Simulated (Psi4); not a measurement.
# HF/3-21G run of [SiNH2F2]− (SMILES N[Si-](F)F)

Aim: the vertical singlet–triplet gap of [SiNH2F2]− at HF/3-21G, from 2 runs. Input form: a QCSchema input.

The results are computed with Psi4 1.11.

**1. Starting point**

The species is [SiNH2F2]− (6 atoms), meant as a singlet with charge -1. SMILES: `N[Si-](F)F`. The shape is that of a GFN2-xTB optimisation. This is one conformer, not always the lowest.

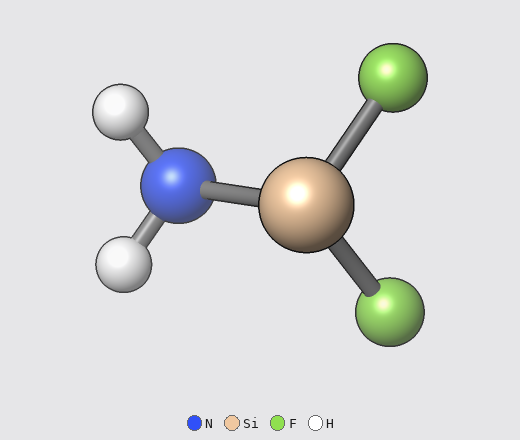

Viewed from a chosen angle; nitrogen blue, silicon light orange, fluorine green, hydrogen white.

**2. A single-point energy at HF/3-21G**

The input, f2h2nsi.json:

```json
{
 "schema_name": "qcschema_input",
 "schema_version": 1,
 "molecule": {
  "schema_name": "qcschema_molecule",
  "schema_version": 2,
  "symbols": ["N", "Si", "F", "F", "H", "H"],
  "geometry": [-0.50363091, 1.5483471, 0.14788997, 1.21819305, -1.29548285, -0.64428322, 1.12640905, -2.56367805, 2.31544363, -1.33573401, -2.95496474, -1.69631266, 0.50518048, 2.71665138, 1.28123431, -1.01041766, 2.54914606, -1.40397202],
  "molecular_charge": -1,
  "molecular_multiplicity": 1,
  "fix_symmetry": "c1"
 },
 "driver": "energy",
 "model": {
  "method": "scf",
  "basis": "3-21G"
 },
 "keywords": {
  "puream": true,
  "e_convergence": 1e-09,
  "d_convergence": 1e-08,
  "scf_type": "pk",
  "scf_properties": ["DIPOLE", "QUADRUPOLE", "MULLIKEN_CHARGES"]
 }
}
```

Command:

```console
$ psi4 --qcschema f2h2nsi.json -n 1 --memory 1600MB
```

stdout:

```text
[...]
  Running in c1 symmetry.
[...]
  Nuclear repulsion =  169.429560760765895
[...]
  Multiplicity = 1
[...]
  Nalpha       = 21
  Nbeta        = 21
[...]
    Number of basis functions: 44
[...]
   @RHF iter   1:  -540.51286491686710   -1.20985e+00   1.27507e-02 DIIS/ADIIS
[...]
   @RHF iter  11:  -540.63741245127778   -1.93268e-12   7.05175e-09 DIIS
[...]
    Orbital Energies [Eh]
    ---------------------
    Doubly Occupied:
       1A    -68.105343     2A    -25.837756     3A    -25.836354
       4A    -15.225373     5A     -5.894108     6A     -3.989046
       7A     -3.989023     8A     -3.986967     9A     -1.272863
      10A     -1.250661    11A     -0.910439    12A     -0.479258
      13A     -0.428081    14A     -0.377586    15A     -0.367399
      16A     -0.362208    17A     -0.328354    18A     -0.314916
      19A     -0.295507    20A     -0.214264    21A     -0.074464
[...]
  @RHF Final Energy:  -540.63741245127778
   => Energetics <=
    Nuclear Repulsion Energy =            169.4295607607658951
    One-Electron Energy =               -1101.0540078033668578
    Two-Electron Energy =                 390.9870345913232086
    Total Energy =                       -540.6374124512777826
[...]
 Multipole Moments:
 ------------------------------------------------------------------------------------
     Multipole            Electronic (a.u.)      Nuclear  (a.u.)        Total (a.u.)
 ------------------------------------------------------------------------------------
 L = 1.  Multiply by 2.5417464519 to convert [e a0] to [Debye]
 Dipole X            :          0.3522047           -0.1323554            0.2198493
 Dipole Y            :         -4.5459198            5.3551344            0.8092146
 Dipole Z            :          0.2033645           -0.3774215           -0.1740571
 Magnitude           :                                                    0.8564215
 L = 2.  Multiply by 1.3450342976 to convert [e a0^2] to [Debye ang]
 Quadrupole XX       :        -76.1440102           48.2779645          -27.8660458
 Quadrupole XY       :          5.7535017           -5.1920510            0.5614507
[...]
  Mulliken Charges: (a.u.)
   Center  Symbol    Alpha    Beta     Spin     Total
       1     N     4.03395  4.03395  0.00000 -1.06790
       2    SI     6.57765  6.57765  0.00000  0.84470
       3     F     4.81079  4.81079  0.00000 -0.62158
       4     F     4.81026  4.81026  0.00000 -0.62052
       5     H     0.38348  0.38348  0.00000  0.23304
       6     H     0.38387  0.38387  0.00000  0.23226
   Total alpha = 21.00000, Total beta = 21.00000, Total charge = -1.00000
[...]
```

The result, in JSON:

```text
{
 "driver": "energy",
 "model": {
  "method": "scf",
  "basis": "3-21G"
 },
 "success": true,
 "return_result": -540.6374124512778,
 "properties": {
  "calcinfo_nbasis": 44,
  "calcinfo_nmo": 44,
  "calcinfo_nalpha": 21,
  "calcinfo_nbeta": 21,
  "calcinfo_natom": 6,
  "nuclear_repulsion_energy": 169.4295607607659,
  "return_energy": -540.6374124512778,
  "scf_one_electron_energy": -1101.0540078033669,
  "scf_two_electron_energy": 390.9870345913232,
  "scf_dipole_moment": [0.21984933711852594, 0.8092146001933509, -0.1740570802236241],
  "scf_total_energy": -540.6374124512778,
  "scf_iterations": 11
 }
}
```

It took 1.2 s on 1 thread of Intel Xeon 6975P-C (Granite Rapids), shared host; peak memory 0.18 GiB.

**3. The triplet, same level**

The input, f2h2nsi.json:

```json
{
  "schema_name": "qcschema_input",
  "schema_version": 1,
  "molecule": {
    "schema_name": "qcschema_molecule",
    "schema_version": 2,
    "symbols": ["N", "Si", "F", "F", "H", "H"],
    "geometry": [-0.50363091, 1.5483471, 0.14788997, 1.21819305, -1.29548285, -0.64428322, 1.12640905, -2.56367805, 2.31544363, -1.33573401, -2.95496474, -1.69631266, 0.50518048, 2.71665138, 1.28123431, -1.01041766, 2.54914606, -1.40397202],
    "molecular_charge": -1,
    "molecular_multiplicity": 3,
    "fix_symmetry": "c1"
  },
  "driver": "energy",
  "model": {
    "method": "hf",
    "basis": "3-21G"
  },
  "keywords": {
    "reference": "uhf",
    "puream": true,
    "e_convergence": 1e-09,
    "d_convergence": 1e-08,
    "scf_type": "pk",
    "maxiter": 200,
    "scf_properties": ["MAYER_INDICES", "DIPOLE", "LOWDIN_CHARGES"]
  }
}
```

Command:

```console
$ psi4 --qcschema f2h2nsi.json -n 1 --memory 1600MB
```

stdout:

```text
[...]
  Running in c1 symmetry.
[...]
  Nuclear repulsion =  169.429560760765895
[...]
  Multiplicity = 3
[...]
  Nalpha       = 22
  Nbeta        = 20
[...]
    Number of basis functions: 44
[...]
   @UHF iter   1:  -540.33554642012200   -1.03253e+00   1.28142e-02 ADIIS/DIIS
[...]
   @UHF iter  19:  -540.46313799318546   -1.25056e-12   8.46639e-09 DIIS
[...]
   @S^2 Observed:                2.005505672E+00
[...]
    Orbital Energies [Eh]
    ---------------------
    Alpha Occupied:
       1A    -68.138501     2A    -25.829461     3A    -25.828445
       4A    -15.256050     5A     -5.927684     6A     -4.026752
       7A     -4.026182     8A     -4.021050     9A     -1.273966
      10A     -1.251960    11A     -0.932555    12A     -0.498876
      13A     -0.443545    14A     -0.383340    15A     -0.381753
      16A     -0.366520    17A     -0.320240    18A     -0.312719
      19A     -0.304491    20A     -0.245684    21A     -0.163694
      22A      0.108026
    Alpha Virtual:
      23A      0.371316    24A      0.464444    25A      0.529682
[...]
  @UHF Final Energy:  -540.46313799318546
   => Energetics <=
    Nuclear Repulsion Energy =            169.4295607607658951
    One-Electron Energy =               -1100.6536695531497116
    Two-Electron Energy =                 390.7609707991983896
    Total Energy =                       -540.4631379931854553
  UHF NO Occupations:
  HONO-2 :   20  A 1.9987217
  HONO-1 :   21  A 1.0000000
[...]
 Multipole Moments:
 ------------------------------------------------------------------------------------
     Multipole            Electronic (a.u.)      Nuclear  (a.u.)        Total (a.u.)
 ------------------------------------------------------------------------------------
 L = 1.  Multiply by 2.5417464519 to convert [e a0] to [Debye]
 Dipole X            :          0.7945204           -0.1323554            0.6621650
 Dipole Y            :         -4.4830752            5.3551344            0.8720592
 Dipole Z            :         -0.0682694           -0.3774215           -0.4456909
 Magnitude           :                                                    1.1821972
[...]
```

The result, in JSON:

```text
{
 "driver": "energy",
 "model": {
  "method": "hf",
  "basis": "3-21G"
 },
 "success": true,
 "return_result": -540.4631379931855,
 "properties": {
  "calcinfo_nbasis": 44,
  "calcinfo_nmo": 44,
  "calcinfo_nalpha": 22,
  "calcinfo_nbeta": 20,
  "calcinfo_natom": 6,
  "nuclear_repulsion_energy": 169.4295607607659,
  "return_energy": -540.4631379931855,
  "scf_one_electron_energy": -1100.6536695531497,
  "scf_two_electron_energy": 390.7609707991984,
  "scf_dipole_moment": [0.6621650361350475, 0.8720591812059473, -0.4456909264418867],
  "scf_total_energy": -540.4631379931855,
  "scf_iterations": 19
 }
}
```

It took 1.2 s on 1 thread of Intel Xeon 6975P-C (Granite Rapids), shared host; peak memory 0.18 GiB.

**4. Summary of results**

Level: HF/3-21G.

```
                                                      quantity          value
                                         singlet: total energy  -540.63741 Eh
                                          singlet: HOMO energy       -2.03 eV
                                          singlet: LUMO energy       10.92 eV
singlet: HOMO–LUMO gap (to an unbound level, set by the basis)       12.94 eV
                                         triplet: total energy  -540.46314 Eh
                   triplet: HOMO energy (highest over α and β)        2.94 eV
                    triplet: LUMO energy (lowest over α and β)        6.56 eV
                                                 triplet: ⟨S²⟩          2.006
              vertical energy of the triplet above the singlet       4.742 eV
```

In words: At this shape the triplet lies 4.74 eV (109 kcal/mol) above the singlet. For an anion a state so high probably lies above electron detachment. The HOMO (triplet) lies at positive energy, 2.94 eV: the electron is unbound at this level or held by a compact basis; values depend on the basis.
